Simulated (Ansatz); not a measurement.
System SnO3 (space group Immm, No. 71); source of the atomic positions: coordinates from a relaxation with Ansatz, DFT r2SCAN, scalar-relativistic, plane waves, PAW; the starting structure was generated, so it need not be a known form of this composition.

```cif
data_structure
_symmetry_space_group_name_H-M 'P 1'
_symmetry_Int_Tables_number 1
_cell_length_a 3.2753
_cell_length_b 4.2908
_cell_length_c 6.1607
_cell_angle_alpha 90.000
_cell_angle_beta 90.000
_cell_angle_gamma 90.000
_cell_volume 86.58
loop_
_atom_site_label
_atom_site_type_symbol
_atom_site_fract_x
_atom_site_fract_y
_atom_site_fract_z
_atom_site_occupancy
Sn1 Sn 0.50000 0.00000 0.00000 1
O1 O 0.50000 0.50000 0.29998 1
O2 O 0.50000 0.50000 0.70002 1
O3 O 0.50000 0.50000 0.00000 1
Sn2 Sn 0.00000 0.50000 0.50000 1
O4 O 0.00000 0.00000 0.79998 1
O5 O 0.00000 0.00000 0.20002 1
O6 O 0.00000 0.00000 0.50000 1
```

Describe how the polyhedra about Sn are linked (bonds: O–Sn below 2.4 Å).

Sn: SnO6 octahedron, sharing corners with two neighbours and edges with two neighbours.

They form layers of corner- and edge-sharing octahedra parallel to (001).

Centre to centre across a shared corner: 4.29 Å; across a shared edge: 3.28 Å.

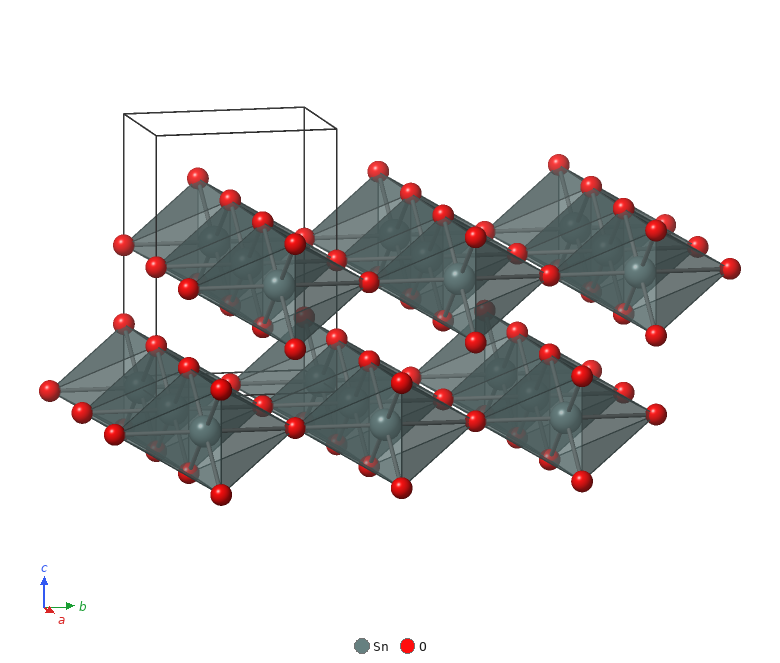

Polyhedra are drawn about Sn (bonds: O–Sn below 2.4 Å); other atoms are plain spheres.
